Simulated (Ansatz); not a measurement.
# Titanium, omega (AlB2-type) under LDA: from relaxation to bulk modulus, part 2 of 2

Aim: take titanium in the omega (AlB2-type) structure, relax it, solve it on a dense k-mesh, then scale the cell to 7 volumes from 88 to 112 % of the relaxed one and try a fit of the equation of state. Spin polarisation is left out. The k-meshes are 8×8×11 for the relaxation; 11×11×15 for the dense run; 9×9×13 for the volumes.

Ansatz 0.2.0; DFT, LDA (PW92), plane waves (420 eV) with PAW, scalar-relativistic.

## 9. Equation of state: 108 %

Contents of input.yaml:

```yaml
crystal:
  lattice:
    - [4.5694407318, 0.0, 0.0]
    - [-2.2847203659, 3.9572517548, 0.0]
    - [0.0, 0.0, 2.8417617689]
  atoms:
    - { symbol: Ti, position: [0.0, 1.0, 0.0] }
    - { symbol: Ti, position: [0.3333333333, 0.6666666667, 0.5] }
    - { symbol: Ti, position: [0.6666666667, 0.3333333333, 0.5] }
hamiltonian:
  xc: lda
  pseudopotentials:
    kind: paw
    azcp:
      Ti: "pseudopotentials/Ti.paw.azcp"
basis:
  ecutwfc: 420
  fft_grid_basis: typed
kpoints:
  mp_grid: { grid: [9, 9, 13], shift: [0, 0, 0] }
magnetization:
  spin_polarized: false
scf:
  occupations: { method: fermi_dirac, width: 0.1 }
  lower_state_search: "off"
output:
  stress: true
  write_density: true
  write_potential: true
  elf: true
  volumetric_format: npy
```

Standard output, cut to the lines that bear on the results:

```text
Warning: <dir> the record states the generating functional pbe (its physics header spells it `PBE`), which answers neither for hamiltonian.xc's functional nor for the lda family's — results may be inconsistent (PPs are generated against a specific XC)
Warning: RAYON_NUM_THREADS=2 ignored (pool sized by the plan → 2); use --threads N
[...]
Pseudopotentials: kind: paw
Pseudopotential: Ti, paw, valence charge 12, recommended cutoff 420 eV (normal), <dir>
Functional definition: SPW92
[...]
Crystal: 3 atoms, lattice volume = 51.386 Å³
Basis set: ecut = 420 eV, 975 PW (Γ)
Bands: 22, of which v1, the nominal top of the filled ones, is band 18 counted from 1 (17 counted from 0)
Symmetry: 24 space group operations
Space group: P6/mmm (ITA 191), of the structure as read, at distance tolerance 3.7e-5 Å
k-points: 84 of 1053
[...]
SCF iter   1: F=—  HF=-7350.929355 eV  |F-HF|=—  |Δ(HF+E_count)|=         —  Δρ=1.18e-2  dr2=8.60e-2  ethr=1.77e-3  ⟨swp⟩=4.0  Hψ=6272  notcnv=0
[...]
SCF iter   7: F=-7350.915745 eV  HF=-7350.915745 eV  |F-HF|=4.55e-12  |Δ(HF+E_count)|=   2.43e-8  Δρ=1.61e-6  dr2=8.77e-10  ethr=2.78e-10  ⟨swp⟩=6.8  Hψ=9516  notcnv=0
[...]
SCF converged after 7 iterations
Free energy (F): -7350.915745 eV
[...]
E sigma→0 (E₀):  -7350.861507 eV
Entropy (-TS):   -0.108475 eV (-36.158 meV/atom)
Fermi energy:    13.146902 eV
[...]
--- Stress (GPa, compression-positive) ---
       -8.424087       0.000000       0.000000
        0.000000      -8.424087       0.000000
        0.000000       0.000000      -8.802144
  P = ⅓ Tr σ = -8.5501 GPa (-85.501 kbar)
--- Band table (eV; the first three rows and the last of 84) ---
  k-point 0: bands = ["-43.0869", "-42.8410", "-42.6681", "-19.7215", "-19.7215", "-19.6376", "-19.6376", "-19.3430", "-19.1438", "-19.0613", "-19.0179", "-19.0179", "7.1508", "11.2106", "12.4872", "12.4872", "12.5958", "12.5958", "13.1473", "13.8456", "14.4373", "14.4373"]
[...]
```

Wall time 4 s (2 threads of an Arm CPU, shared host); peak memory 0.35 GiB.

## 10. Equation of state: 112 %

Changes to input.yaml since step 9:

```diff
@@ -2,5 +2,5 @@
   lattice:
-    - [4.5694407318, 0.0, 0.0]
-    - [-2.2847203659, 3.9572517548, 0.0]
-    - [0.0, 0.0, 2.8417617689]
+    - [4.6251711113, 0.0, 0.0]
+    - [-2.3125855556, 4.0055156792, 0.0]
+    - [0.0, 0.0, 2.876420816]
   atoms:
```

Standard output, cut to the lines that bear on the results:

```text
Warning: <dir> the record states the generating functional pbe (its physics header spells it `PBE`), which answers neither for hamiltonian.xc's functional nor for the lda family's — results may be inconsistent (PPs are generated against a specific XC)
Warning: RAYON_NUM_THREADS=2 ignored (pool sized by the plan → 2); use --threads N
[...]
[... 3 set-up lines as earlier in the session ...]
[...]
Crystal: 3 atoms, lattice volume = 53.289 Å³
Basis set: ecut = 420 eV, 1047 PW (Γ)
Bands: 22, of which v1, the nominal top of the filled ones, is band 18 counted from 1 (17 counted from 0)
[... 2 set-up lines as earlier in the session ...]
k-points: 84 of 1053
[...]
SCF iter   1: F=—  HF=-7350.807430 eV  |F-HF|=—  |Δ(HF+E_count)|=         —  Δρ=1.19e-2  dr2=1.00e-1  ethr=1.77e-3  ⟨swp⟩=4.0  Hψ=6247  notcnv=0
[...]
SCF iter   7: F=-7350.794475 eV  HF=-7350.794475 eV  |F-HF|=1.86e-9  |Δ(HF+E_count)|=   6.44e-8  Δρ=2.89e-6  dr2=2.95e-9  ethr=2.78e-10  ⟨swp⟩=7.3  Hψ=10370  notcnv=0
[...]
SCF converged after 7 iterations
Free energy (F): -7350.794475 eV
[...]
E sigma→0 (E₀):  -7350.737786 eV
Entropy (-TS):   -0.113379 eV (-37.793 meV/atom)
Fermi energy:    12.582525 eV
[...]
--- Stress (GPa, compression-positive) ---
      -11.598423       0.000000      -0.000000
        0.000000     -11.598423      -0.000000
       -0.000000      -0.000000     -12.107444
  P = ⅓ Tr σ = -11.7681 GPa (-117.681 kbar)
--- Band table (eV; the first three rows and the last of 84) ---
  k-point 0: bands = ["-43.7207", "-43.4722", "-43.3182", "-20.3421", "-20.3421", "-20.2349", "-20.2349", "-19.9912", "-19.8051", "-19.7281", "-19.6815", "-19.6815", "6.6614", "10.7420", "11.9310", "11.9310", "12.0423", "12.0423", "12.5733", "13.2579", "13.8271", "13.8271"]
[...]
```

It took 4.1 s on 2 threads of an Arm CPU, shared host; peak memory 0.35 GiB.

## 11. The equation of state

The cell was scaled evenly, with its shape and the fractional positions fixed.

```
V (Å³/atom)  E − E₀ (meV/atom)  P from the stress (GPa)  P from the fit (GPa)
     13.957              107.6                    20.30                 20.18
     14.591               44.2                    12.25                 12.11
     15.225               10.0                     5.55                  5.40
     15.860                0.0                    -0.03                 -0.19
     16.494               10.3                    -4.68                 -4.85
     17.129               37.4                    -8.55                 -8.75
     17.763               78.7                   -11.77                -12.00
```

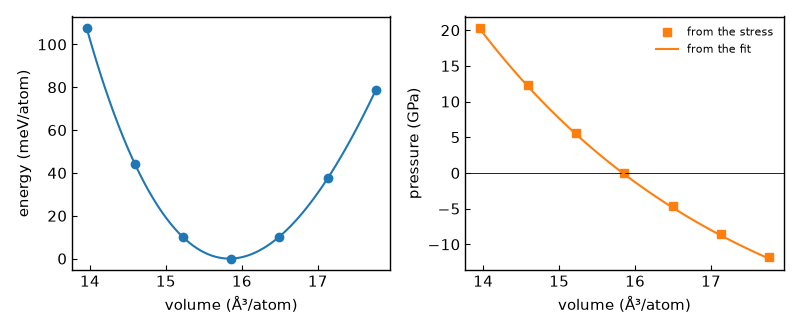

Energy and pressure against volume; the lines are the Birch-Murnaghan fit.

A third-order Birch-Murnaghan fit gives V₀ = 15.836 Å³/atom, B₀ = 128 GPa and B₀′ = 3.5; it misses no point by more than 0.02 meV/atom.

Fit and stress differ a little: one follows E(σ → 0), the other the smeared free energy.

## 12. Summary of results

What follows sums up all 2 parts.

| quantity | value |
| --- | --- |
| space group (spins left aside) | P6/mmm (No. 191) |
| conventional cell | a = 4.454 Å, c = 2.770 Å (c/a = 0.622) |
| volume | 15.860 Å³/atom |
| shortest distance | 2.571 Å |
| gap on the mesh | none (levels filled in part) |
| relative to hcp | -23 meV/atom |
| V₀, B₀, B₀′ | 15.836 Å³/atom, 128 GPa, 3.5 |

In words: From the guessed start the volume shrank by 10.2 % in 6 steps. Against the reference form of titanium (hcp, computed apart with the same settings) it stands 23 meV/atom lower, so this level prefers it, against what is seen in nature. Levels at the Fermi energy are filled in part, as in a metal. The fitted modulus is 128 GPa; letting shape and positions relax at each volume could only lower it. The symmetry was held, so the structure may be unstable against distortions that break it.
